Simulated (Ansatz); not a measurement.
All values below come from PBE (plane waves to 420 eV, PAW; Ansatz, a program for electronic structure).

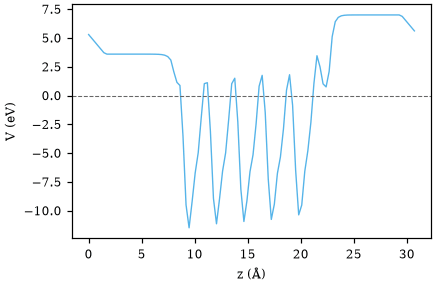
Figure. Electrostatic potential energy of an electron, averaged over planes parallel to the surface, in eV from the highest filled level, for the (0001) surface of wurtzite GaN, Ga-terminated, 2x2 with 3 OH on 4 top atoms (bottom of the slab: 3 H on 4 bottom sites)

Model: 49-atom slab, 14.7 Å thick at the start with caps and adatoms, 4x4x1 mesh, Fermi-Dirac 0.025 eV, dipole correction, 8 atoms held, the rest relaxed; no symmetry held; no spin, no spin-orbit, no U. It is one candidate, not shown to be the stable structure of the face.

Problem. The surface cell has an area of 35.88 Å². What dipole along the normal does the step between the two vacuum levels imply?

Solution. the top vacuum level lies 3.40 eV above the bottom one; p = −ε₀ A ΔV (ε₀ = 0.005526 e/(V·Å)) gives -0.67 e·Å a cell.
